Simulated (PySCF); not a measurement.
Input

```
{"job": {"kind": "uv", "xc": "B3LYP", "basis": "def2-SVPD", "nstates": 8, "ntriplets": 3}, "charge": 0, "multiplicity": 1}
N      2.683044    -0.298390    -0.889087
C      1.687077    -0.337027    -0.330410
C      0.426807    -0.366164     0.345848
F      0.415769    -1.104349     1.480735
C     -0.452368     0.879855     0.303841
F     -1.149928     1.197657     1.406957
C     -0.849743    -0.334184    -0.488771
F     -1.892510    -1.072778    -0.074501
H     -0.087157     1.765390    -0.206064
H     -0.772107    -0.325356    -1.571076
```

Launched as:

```sh
OMP_NUM_THREADS=1 python probes_run.py task.json out
```

Geometry: GFN2-xTB.

Level of theory: B3LYP/def2-SVPD, SCF density, gas phase in PySCF 2.14.0.

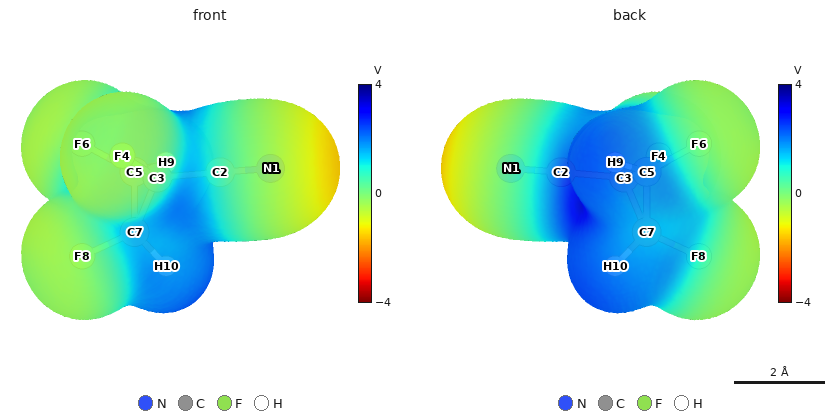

C4H2F3N. The electrostatic potential painted on the density surface at 0.004 e/bohr³, seen from the front and from behind; red is negative and blue positive.

Question: Describe the electrostatic potential map.

Answer: The most negative region (about −1.5 V) lies over N1, the most positive (about +3.0 V) over C2, C5 and C7. N1 is the likeliest acceptor of a hydrogen bond.
